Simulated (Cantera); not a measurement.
Feed: 1 mol C, 0.047 mol NH₃, equilibrated at 4500 Pa.

Equilibrium computed with Cantera from the NASA thermochemical tables; the gas is ideal and each condensed phase is pure. Candidate condensed phases: C, C₆H₆, C₇H₈, C₈H₁₈; 92 gas species. Rates play no part.

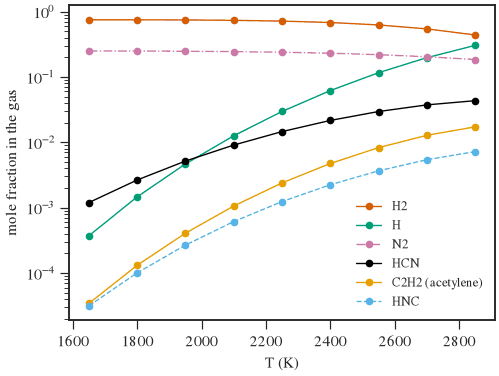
*Equilibrium gas composition (values under 1e-9 drawn at 1e-9)*

From 1650 K to 2850 K the condensed part is C(graphite). The main C-bearing gas is HCN throughout.
